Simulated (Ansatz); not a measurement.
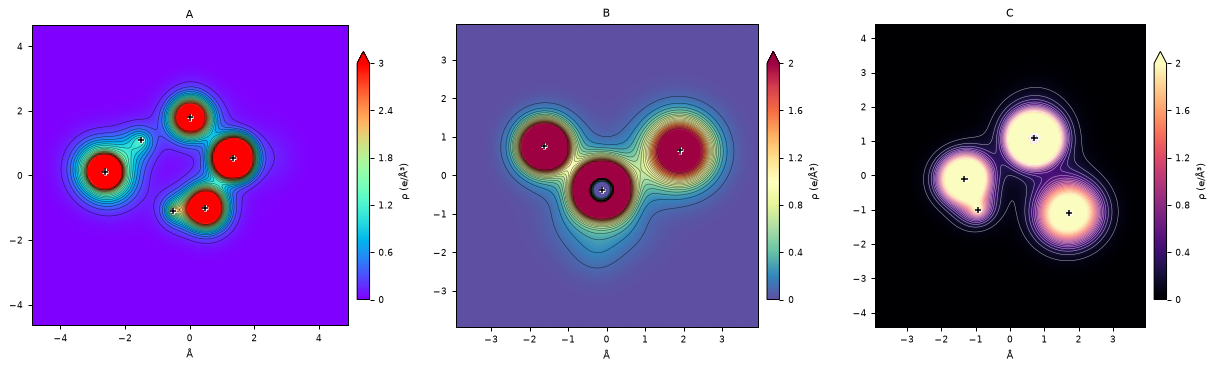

The total electron density of 3 systems, each on a plane through atoms (crosses mark nuclei in the plane).

The calculation used RKS PBE/def2-SVP (Ansatz).

System 1: ClH3O3Ti···HBr, the plane of atoms Ti1, O7 and H8. 

| atom | x (Å) | y (Å) | z (Å) |
| --- | --- | --- | --- |
| Ti | -0.2151 | 0.2908 | -0.3839 |
| O | 0.1882 | 1.4388 | 1.0033 |
| H | -0.3326 | 2.2214 | 1.2654 |
| Cl | 1.1969 | 0.5826 | -2.0799 |
| O | -1.8907 | 0.5661 | -0.9251 |
| H | -2.6559 | -0.0368 | -0.9439 |
| O | -0.0397 | -1.3209 | 0.3180 |
| H | 0.3384 | -1.4948 | 1.2174 |
| Br | 1.1523 | -0.4809 | 3.2912 |
| H | 0.7690 | 0.5963 | 2.3286 |

System 2: Cl2H3InO, the plane of atoms O3, In1 and Cl5. Core potentials replace the inner electrons of In.

```csv
atom,x (Å),y (Å),z (Å)
In,-0.5610,1.1248,0.0661
Cl,-0.6626,0.6422,2.4185
O,1.5014,-0.0092,0.1830
H,1.2072,-0.8238,-0.2873
Cl,-1.2928,-0.7812,-1.1953
H,-0.4540,2.7107,-0.5773
H,1.4200,-0.2412,1.1384
```

System 3: ClF2H3W, the plane of atoms Cl2, W1 and F6. Core potentials replace the inner electrons of W.

```xyz
7

W     0.2808   -0.2808    0.2688
Cl   -0.3168    0.3168    2.3932
F     1.9981    0.2600   -0.2865
H    -0.0887    1.3271   -0.0636
H    -1.3271    0.0887   -0.0636
F    -0.2600   -1.9981   -0.2865
H    -0.1562    0.1562   -1.2919
```

Q: Which map belongs to which system?

A: Panel A is system 1, ClH3O3Ti···HBr: the plane holds Ti, O, H and Br. O2···H10 (1.67 Å): the density falls to about 0.35 e/Å³ on the way. Panel B is system 3, ClF2H3W: the plane holds W, Cl and F. W–F (1.88 Å): ρ at the midpoint is about 1 e/Å³. Panel C is system 2, Cl2H3InO: the plane holds In, O, H and Cl. In–O (2.36 Å): the density is about 0.32 e/Å³ at the midpoint.
